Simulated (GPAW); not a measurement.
# Work function of Li/Cu(110) at several levels, part 2 of 2

How far do functional and basis move the work function of Li/Cu(110)?

GPAW 26.7.0; GPAW, PAW setups; slab in vacuum, relaxation (the session's first sound run).

So far, upper work function (eV): step 2 (relaxing the atoms) 3.42; step 3 (plane waves, PBE) 3.42.

## (4) Self-consistent run: xc = "revPBE"

The same geometry under revPBE, to see how far the functional moves the levels against the vacuum.

run.py

```python
import json
import numpy as np
from ase import Atoms
from gpaw import GPAW, PW

slab = Atoms(
    ['Cu', 'Cu', 'Cu', 'Cu', 'Cu', 'Li'],
    positions=[
        [0.00000, 0.00000, 7.00000],
        [1.80500, 1.27633, 8.27633],
        [0.00000, 0.00000, 9.55266],
        [1.80500, 1.27633, 10.88828],
        [0.00000, 0.00000, 12.09304],
        [-0.00000, 1.27633, 14.27660]],
    cell=[[3.61, 0.0, 0.0], [0.0, 2.55266, 0.0], [0.0, 0.0, 21.51858]],
    pbc=[True, True, False])

slab.calc = GPAW(mode=PW(400), xc='revPBE', kpts={'size': (9, 12, 1), 'gamma': True},
                 occupations={'name': 'fermi-dirac', 'width': 0.1}, nbands='300%',
                 convergence={'density': 1e-05}, maxiter=200,
                 poissonsolver={'dipolelayer': 'xy'},
                 symmetry={'tolerance': 1e-3}, txt='slab.txt')
result = {}
energy = slab.get_potential_energy()
fermi = slab.calc.get_fermi_level()
v = slab.calc.get_electrostatic_potential().mean((0, 1)) - fermi
n = slab.calc.get_pseudo_density().mean((0, 1))
L = slab.cell[2, 2]
z = np.arange(len(v)) * L / len(v)
low, high = slab.positions[:, 2].min(), slab.positions[:, 2].max()
below, above = np.interp([low - 4.8, high + 4.8], z, v)
slopes = [np.interp(x, z, np.gradient(v, z)) for x in (low - 4.8, high + 4.8)]
eps = np.array([[slab.calc.get_eigenvalues(k, s) for k in range(len(slab.calc.get_ibz_k_points()))]
                for s in range(slab.calc.get_number_of_spins())]) - fermi
top, bottom = eps[eps < 0].max(), eps[eps > 0].min()
dipole = slab.get_dipole_moment()[2]
print(f'energy {energy:.4f} eV, Fermi level {fermi:.4f} eV, dipole {dipole:.5f} e A')
print(f'potential 4.8 A off the faces, from the Fermi level: lower {below:.4f} eV, upper {above:.4f} eV')
print(f'slope of the potential there: lower {slopes[0]:.5f}, upper {slopes[1]:.5f} eV/A')
print(f'nearest levels on the mesh: {top:.4f} and {bottom:.4f} eV')
print('magnetic moment', round(slab.get_magnetic_moment(), 3))
result.update(energy=energy, fermi=fermi, dipole=dipole, below=below, above=above, slopes=slopes, edges=[top, bottom],
              z=z.tolist(), v=v.tolist(), n=n.tolist(), positions=slab.positions.tolist(),
              forces=slab.get_forces(apply_constraint=False).tolist(), moments=slab.get_magnetic_moments().tolist())
json.dump(result, open('result.json', 'w'))
```

Run with:

```sh
> OMP_NUM_THREADS=1 OPENBLAS_NUM_THREADS=1 python run.py
```

What it wrote:

```text
energy -15.8231 eV, Fermi level 0.3259 eV, dipole 0.03684 e A
potential 4.8 A off the faces, from the Fermi level: lower 4.1016 eV, upper 3.3764 eV
slope of the potential there: lower -0.00051, upper 0.00375 eV/A
nearest levels on the mesh: -0.0203 and 0.0180 eV
magnetic moment 0.0
```

Run time: 5.7 min. Hardware: 1 thread of Arm Neoverse V2, shared host; peak memory 0.36 GiB.

This step gave:

| Item | Value |
| --- | --- |
| dipole along the normal | 0.03684 e·Å |
| levels nearest the Fermi level on the mesh | -0.02033, 0.01797 eV from the Fermi level |
| upper work function | 3.376 eV |
| lower work function | 4.102 eV |

The electrostatic potential energy of an electron (without an applied field's), less the Fermi level, planar mean oscillates, so the rows of the table below give means over windows of 1.29 Å about each position, cut where the curve ends. Its maxima inside the range that stand out by 2 % of the span (Å: eV): 0.9: 4.10, 7.6: -5.16, 8.9: -5.41, 10.2: -4.63, 11.5: -6.34, 13.2: 1.84. Its minima: 7.0: -10.6, 8.3: -11.3, 9.6: -11.2, 10.9: -11.3, 12.1: -10.9, 14.3: -3.19.

The electrostatic potential energy of an electron (without an applied field's), less the Fermi level, planar mean by z; means over each step:

| z (Å) | electrostatic potential energy of an electron (without an applied field's), less the Fermi level, planar mean (eV) |
| --- | --- |
| 0.65 | 4.05 |
| 1.94 | 4.10 |
| 3.23 | 4.10 |
| 4.52 | 4.03 |
| 5.80 | 2.27 |
| 7.10 | -7.30 |
| 8.38 | -8.18 |
| 9.68 | -7.98 |
| 10.96 | -8.42 |
| 12.25 | -6.55 |
| 13.54 | 0.259 |
| 14.84 | -0.923 |
| 16.12 | 2.70 |
| 17.41 | 3.31 |
| 18.71 | 3.37 |
| 20.00 | 3.38 |
| 21.29 | 3.42 |

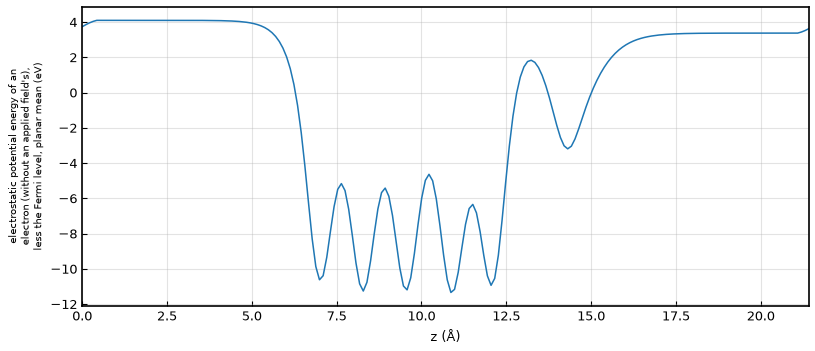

Electrostatic potential energy of an electron (without an applied field's), less the Fermi level, planar mean against z.

The pseudo valence density, planar mean oscillates, so the rows of the table below give means over windows of 1.18 Å about each position, cut where the curve ends. Its maxima inside the range that stand out by 2 % of the span (Å: e/Å³): 7.1: 1.44, 8.2: 1.47, 9.5: 1.49, 11.0: 1.50, 12.1: 1.52. Its minima: 7.5: 0.493, 8.8: 0.484, 10.1: 0.451, 11.4: 0.540.

Table of pseudo valence density, planar mean by z; means over each step:

| z (Å) | pseudo valence density, planar mean (e/Å³) |
| --- | --- |
| 2.95 | 5.3e-5 |
| 4.13 | 9.0e-4 |
| 5.31 | 0.0183 |
| 6.49 | 0.592 |
| 7.67 | 0.887 |
| 8.85 | 0.896 |
| 10.03 | 0.865 |
| 11.21 | 0.971 |
| 12.39 | 0.803 |
| 13.57 | 0.0732 |
| 14.75 | 0.0292 |
| 15.93 | 0.0126 |
| 17.11 | 0.00215 |
| 18.29 | 2.4e-4 |
| 19.47 | 2.4e-5 |

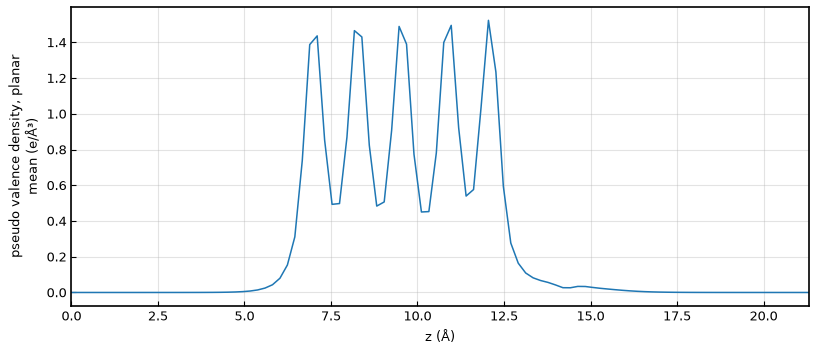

Pseudo valence density, planar mean, plotted against z.

Force by atom:

| atom | x (eV/Å) | y (eV/Å) | z (eV/Å) | size |
| --- | --- | --- | --- | --- |
| Cu1 | 0.000 | 0.000 | 0.093 | 0.093 |
| Cu2 | 0.000 | 0.000 | -0.368 | 0.368 |
| Cu3 | 0.000 | 0.000 | 0.061 | 0.061 |
| Cu4 | 0.000 | 0.000 | 0.019 | 0.019 |
| Cu5 | 0.000 | 0.000 | 0.097 | 0.097 |
| Li6 | 0.000 | 0.000 | 0.099 | 0.099 |

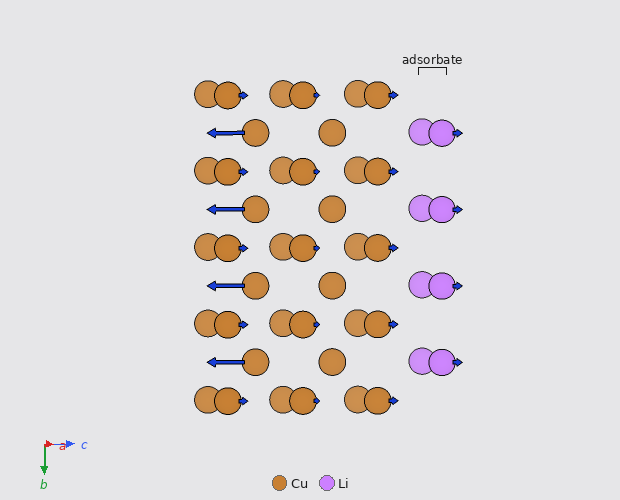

Force as arrows, the longest 0.368 eV/Å. 1×4×1 cells are drawn. Some periodic images of atoms are drawn too.

The upper face's work function is 3.376 eV, against 3.418 eV in the first plane-wave PBE run at this geometry.

## (5) Self-consistent run: xc = "vdW-DF2"

The same geometry under vdW-DF2, to see how far the functional moves the levels against the vacuum (the van der Waals functionals take revPBE setups).

run.py: that of step 4 with these lines changed.

```diff
@@ -17,3 +17,3 @@
 
-slab.calc = GPAW(mode=PW(400), xc='revPBE', kpts={'size': (9, 12, 1), 'gamma': True},
+slab.calc = GPAW(mode=PW(400), xc='vdW-DF2', kpts={'size': (9, 12, 1), 'gamma': True},
                  occupations={'name': 'fermi-dirac', 'width': 0.1}, nbands='300%',
```

What it wrote:

```text
energy -300.9769 eV, Fermi level 0.1136 eV, dipole 0.05789 e A
potential 4.8 A off the faces, from the Fermi level: lower 4.6835 eV, upper 3.5435 eV
slope of the potential there: lower -0.00101, upper 0.00640 eV/A
nearest levels on the mesh: -0.0079 and 0.0027 eV
magnetic moment 0.0
```

It took 12 min on 1 thread; peak memory 0.48 GiB.

Numbers from this step:

| Property | Result |
| --- | --- |
| dipole along the normal | 0.05789 e·Å |
| levels nearest the Fermi level on the mesh | -0.007927, 0.002664 eV from the Fermi level |
| upper work function | 3.544 eV |
| lower work function | 4.683 eV |

The upper face's work function is 3.544 eV, against 3.418 eV in the first plane-wave PBE run at this geometry.

## (6) Self-consistent run: xc = "LDA"

The same geometry under LDA, to see how far the functional moves the levels against the vacuum.

run.py: that of step 5 with these lines changed.

```diff
@@ -17,3 +17,3 @@
 
-slab.calc = GPAW(mode=PW(400), xc='vdW-DF2', kpts={'size': (9, 12, 1), 'gamma': True},
+slab.calc = GPAW(mode=PW(400), xc='LDA', kpts={'size': (9, 12, 1), 'gamma': True},
                  occupations={'name': 'fermi-dirac', 'width': 0.1}, nbands='300%',
```

What it wrote:

```text
energy -22.2496 eV, Fermi level -0.0482 eV, dipole 0.05741 e A
potential 4.8 A off the faces, from the Fermi level: lower 4.6139 eV, upper 3.4848 eV
slope of the potential there: lower -0.00040, upper 0.00379 eV/A
nearest levels on the mesh: -0.0120 and 0.0003 eV
magnetic moment 0.0
```

Elapsed: 5.9 min, on 1 thread; peak memory 0.36 GiB.

Numbers from this step:

- dipole along the normal: 0.05741 e·Å
- levels nearest the Fermi level on the mesh: -0.01200, 2.81e-4 eV from the Fermi level
- upper work function: 3.485 eV
- lower work function: 4.614 eV

The upper face's work function is 3.485 eV, against 3.418 eV in the first plane-wave PBE run at this geometry.

## (7) Self-consistent run: xc = "RPBE"

The same geometry under RPBE, to see how far the functional moves the levels against the vacuum.

run.py: that of step 6 with these lines changed.

```diff
@@ -17,3 +17,3 @@
 
-slab.calc = GPAW(mode=PW(400), xc='LDA', kpts={'size': (9, 12, 1), 'gamma': True},
+slab.calc = GPAW(mode=PW(400), xc='RPBE', kpts={'size': (9, 12, 1), 'gamma': True},
                  occupations={'name': 'fermi-dirac', 'width': 0.1}, nbands='300%',
```

What it wrote:

```text
energy -15.4035 eV, Fermi level 0.3432 eV, dipole 0.03542 e A
potential 4.8 A off the faces, from the Fermi level: lower 4.0811 eV, upper 3.3838 eV
slope of the potential there: lower -0.00061, upper 0.00386 eV/A
nearest levels on the mesh: -0.0202 and 0.0196 eV
magnetic moment 0.0
```

Elapsed: 5.7 min, on 1 thread; peak memory 0.36 GiB.

Numbers from this step:

```yaml
dipole_along_the_normal: 0.03542 e·Å
levels_nearest_the_fermi_level_on_the_mesh: -0.02017, 0.01959 eV from the Fermi level
upper_work_function: 3.384 eV
lower_work_function: 4.081 eV
```

The upper face's work function is 3.384 eV, against 3.418 eV in the first plane-wave PBE run at this geometry.

## (8) OptPBE vdW: xc = "optPBE-vdW"

The same geometry under optPBE-vdW, to see how far the functional moves the levels against the vacuum (the van der Waals functionals take revPBE setups).

run.py: that of step 7 with these lines changed.

```diff
@@ -17,3 +17,3 @@
 
-slab.calc = GPAW(mode=PW(400), xc='RPBE', kpts={'size': (9, 12, 1), 'gamma': True},
+slab.calc = GPAW(mode=PW(400), xc='optPBE-vdW', kpts={'size': (9, 12, 1), 'gamma': True},
                  occupations={'name': 'fermi-dirac', 'width': 0.1}, nbands='300%',
```

What it wrote:

```text
energy -72.3622 eV, Fermi level 0.1685 eV, dipole 0.04788 e A
potential 4.8 A off the faces, from the Fermi level: lower 4.4427 eV, upper 3.5000 eV
slope of the potential there: lower -0.00081, upper 0.00588 eV/A
nearest levels on the mesh: -0.0525 and 0.0051 eV
magnetic moment 0.0
```

The job ended after 6 min (1 thread; peak memory 0.48 GiB).

This step gave:

* dipole along the normal: 0.04788 e·Å
* levels nearest the Fermi level on the mesh: -0.05255, 0.005083 eV from the Fermi level
* upper work function: 3.500 eV
* lower work function: 4.443 eV

The electrostatic potential energy of an electron (without an applied field's), less the Fermi level, planar mean oscillates, so the rows of the table below give means over windows of 1.29 Å about each position, cut where the curve ends. Its maxima inside the range that stand out by 2 % of the span (Å: eV): 0.5: 4.44, 7.6: -5.09, 8.9: -5.35, 10.2: -4.58, 11.5: -6.26, 13.2: 1.90. Its minima: 7.0: -10.5, 8.3: -11.2, 9.6: -11.1, 10.9: -11.3, 12.1: -10.8, 14.3: -3.11.

Electrostatic potential energy of an electron (without an applied field's), less the Fermi level, planar mean against z; means over each step:

| z (Å) | electrostatic potential energy of an electron (without an applied field's), less the Fermi level, planar mean (eV) |
| --- | --- |
| 0.65 | 4.37 |
| 1.94 | 4.44 |
| 3.23 | 4.44 |
| 4.52 | 4.35 |
| 5.80 | 2.49 |
| 7.10 | -7.19 |
| 8.38 | -8.12 |
| 9.68 | -7.91 |
| 10.96 | -8.35 |
| 12.25 | -6.45 |
| 13.54 | 0.321 |
| 14.84 | -0.843 |
| 16.12 | 2.77 |
| 17.41 | 3.42 |
| 18.71 | 3.50 |
| 20.00 | 3.50 |
| 21.29 | 3.56 |

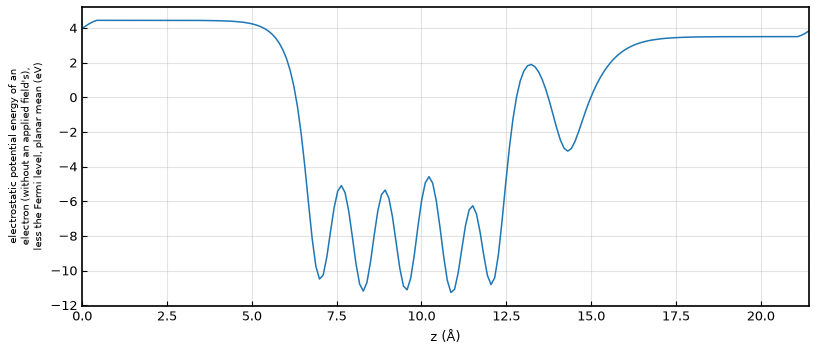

Electrostatic potential energy of an electron (without an applied field's), less the Fermi level, planar mean against z.

The upper face's work function is 3.500 eV, against 3.418 eV in the first plane-wave PBE run at this geometry.

## (9) Real-space grid: mode = "fd"

A real-space grid is a second complete basis, so it checks the plane-wave result.

run.py: that of step 8 with these lines changed.

```diff
@@ -3,3 +3,3 @@
 from ase import Atoms
-from gpaw import GPAW, PW
+from gpaw import GPAW
 
@@ -17,3 +17,3 @@
 
-slab.calc = GPAW(mode=PW(400), xc='optPBE-vdW', kpts={'size': (9, 12, 1), 'gamma': True},
+slab.calc = GPAW(mode='fd', h=0.18, xc='PBE', kpts={'size': (9, 12, 1), 'gamma': True},
                  occupations={'name': 'fermi-dirac', 'width': 0.1}, nbands='300%',
```

What it wrote:

```text
energy -18.8442 eV, Fermi level -3.8351 eV, dipole 0.04250 e A
potential 4.8 A off the faces, from the Fermi level: lower 4.2523 eV, upper 3.4165 eV
slope of the potential there: lower -0.00035, upper 0.00325 eV/A
nearest levels on the mesh: -0.0162 and 0.0151 eV
magnetic moment 0.0
```

Run time: 34 min. Hardware: 1 thread; peak memory 2.3 GiB.

Numbers from this step:

| Item | Value |
| --- | --- |
| dipole along the normal | 0.04250 e·Å |
| levels nearest the Fermi level on the mesh | -0.01618, 0.01515 eV from the Fermi level |
| upper work function | 3.416 eV |
| lower work function | 4.252 eV |

The upper face's work function is 3.416 eV, against 3.418 eV in the first plane-wave PBE run at this geometry.

## (10) Atomic orbitals: mode = "lcao"

Atom-centred orbitals end a few angstrom from the surface, which tests how much the density's tail matters.

run.py: that of step 9 with these lines changed.

```diff
@@ -17,4 +17,4 @@
 
-slab.calc = GPAW(mode='fd', h=0.18, xc='PBE', kpts={'size': (9, 12, 1), 'gamma': True},
-                 occupations={'name': 'fermi-dirac', 'width': 0.1}, nbands='300%',
+slab.calc = GPAW(mode='lcao', basis='dzp', h=0.18, xc='PBE', kpts={'size': (9, 12, 1), 'gamma': True},
+                 occupations={'name': 'fermi-dirac', 'width': 0.1}, nbands='120%',
                  convergence={'density': 1e-05}, maxiter=200,
```

What it wrote:

```text
energy -17.0753 eV, Fermi level -3.5328 eV, dipole 0.03549 e A
potential 4.8 A off the faces, from the Fermi level: lower 3.8813 eV, upper 3.1844 eV
slope of the potential there: lower -0.00000, upper 0.00001 eV/A
nearest levels on the mesh: -0.0240 and 0.0166 eV
magnetic moment 0.0
```

It took 6.4 min on 1 thread; peak memory 0.33 GiB.

Numbers from this step:

```yaml
dipole_along_the_normal: 0.03549 e·Å
levels_nearest_the_fermi_level_on_the_mesh: -0.02398, 0.01659 eV from the Fermi level
upper_work_function: 3.184 eV
lower_work_function: 3.881 eV
```

The electrostatic potential energy of an electron (without an applied field's), less the Fermi level, planar mean oscillates, so the rows of the table below give means over windows of 1.3 Å about each position, cut where the curve ends. Its maxima inside the range that stand out by 2 % of the span (Å: eV): 0.3: 3.88, 7.6: -5.15, 8.9: -5.45, 10.2: -4.63, 11.5: -6.28, 13.2: 1.70. Its minima: 7.0: -10.6, 8.2: -11.3, 9.5: -11.2, 10.9: -11.4, 12.1: -10.8, 14.3: -3.21.

Table of electrostatic potential energy of an electron (without an applied field's), less the Fermi level, planar mean by z; means over each step:

| z (Å) | electrostatic potential energy of an electron (without an applied field's), less the Fermi level, planar mean (eV) |
| --- | --- |
| 0.65 | 3.87 |
| 1.95 | 3.88 |
| 3.25 | 3.88 |
| 4.55 | 3.84 |
| 5.85 | 1.94 |
| 7.15 | -7.41 |
| 8.45 | -8.23 |
| 9.75 | -7.95 |
| 11.05 | -8.54 |
| 12.35 | -5.93 |
| 13.65 | -0.194 |
| 14.95 | -0.491 |
| 16.25 | 2.76 |
| 17.55 | 3.17 |
| 18.85 | 3.18 |
| 20.15 | 3.18 |

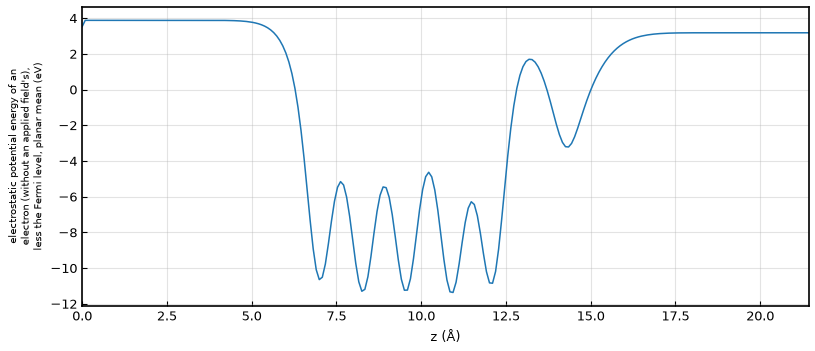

Electrostatic potential energy of an electron (without an applied field's), less the Fermi level, planar mean against z.

The upper face's work function is 3.184 eV, against 3.418 eV in the first plane-wave PBE run at this geometry.

## (11) Cost and result by level

Times are for 1 thread of Arm Neoverse V2, shared host. The runs compared:

| no. | run | upper work function (eV) | lower work function (eV) | time | memory (GiB) |
| --- | --- | --- | --- | --- | --- |
| 1 | pw | 3.418 | 4.261 | 5.8 min | 0.36 |
| 2 | revPBE | 3.376 | 4.102 | 5.7 min | 0.36 |
| 3 | vdW DF2 | 3.544 | 4.683 | 12 min | 0.48 |
| 4 | LDA | 3.485 | 4.614 | 5.9 min | 0.36 |
| 5 | RPBE | 3.384 | 4.081 | 5.7 min | 0.36 |
| 6 | optPBE vdW | 3.500 | 4.443 | 6 min | 0.48 |
| 7 | fd | 3.416 | 4.252 | 34 min | 2.3 |
| 8 | lcao | 3.184 | 3.881 | 6.4 min | 0.33 |

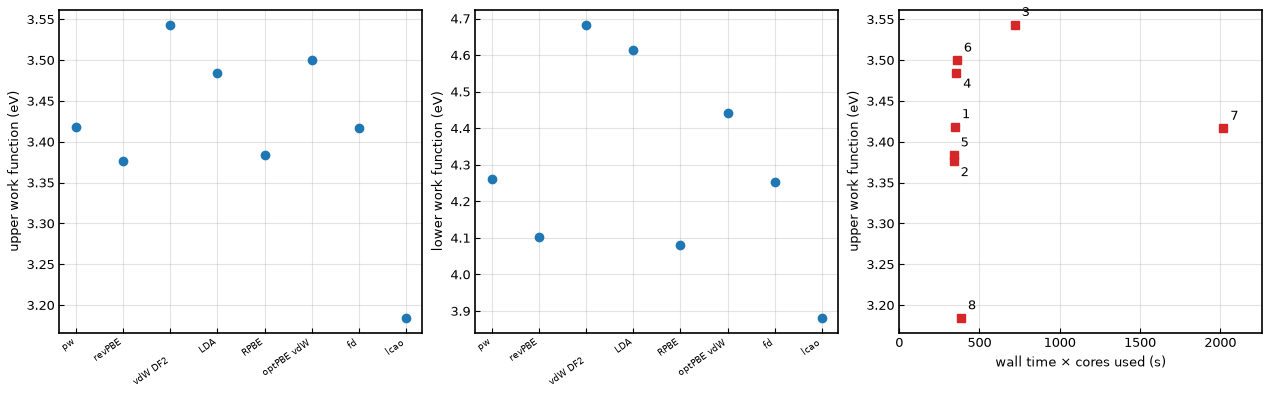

The series as plots; the last panel sets the first result against cost, with the runs numbered as in the table.

## (12) Side by side

Results and costs are gathered.

This step: comparison of work functions, dipole and cost (GPAW 26.7.0).

Ladder, by row:

| step | code | work function, upper (eV) | work function, lower (eV) | dipole (e Å) | wall time (s) | peak memory (GiB) | threads |
| --- | --- | --- | --- | --- | --- | --- | --- |
| pw | GPAW | 3.418 | 4.261 | 0.04282 | 347.7 | 0.36 | 1 |
| revPBE | GPAW | 3.376 | 4.102 | 0.03684 | 339.4 | 0.36 | 1 |
| vdW-DF2 | GPAW | 3.544 | 4.683 | 0.05789 | 719.5 | 0.48 | 1 |
| LDA | GPAW | 3.485 | 4.614 | 0.05741 | 355.2 | 0.36 | 1 |
| RPBE | GPAW | 3.384 | 4.081 | 0.03542 | 339.2 | 0.36 | 1 |
| optPBE-vdW | GPAW | 3.5 | 4.443 | 0.04788 | 359 | 0.48 | 1 |
| fd | GPAW | 3.416 | 4.252 | 0.0425 | 2019 | 2.32 | 1 |
| lcao | GPAW | 3.184 | 3.881 | 0.03549 | 384.6 | 0.33 | 1 |

## (13) What came out

- work function, upper and lower face: 3.418 and 4.261 eV
- dipole along the normal: 0.0428 e Å

What this shows: With plane waves and PBE the work function is 3.42 eV on the upper face and 4.26 eV on the lower. The two faces differ by 0.84 eV, the step that the slab's dipole makes (e p/(ε0 A) gives 0.84 eV), so the dipole layer is needed. Over the sound runs of the table the upper face's work function spans 3.184 (lcao) to 3.544 eV (vdW-DF2). Atomic orbitals miss the plane-wave value by -0.23 eV, since they describe the tail of the density in the vacuum poorly. The cell of 9.22 Å² holds one Li, started on one chosen site; other sites and coverages weren't tried. The in-plane lattice was kept as typed, which isn't the functional's own and leaves some strain; spin-orbit coupling and temperature are left out.

[Logs are printed without paths, hosts, clocks, repeated set-up lines and the standing remarks that a program may print on its own settings, such as how far it seeks lower states.]

[Hosts, paths, dates, database ids (printed as entryN), source tags and the programs' standing remarks are cut or masked in the printed files.]
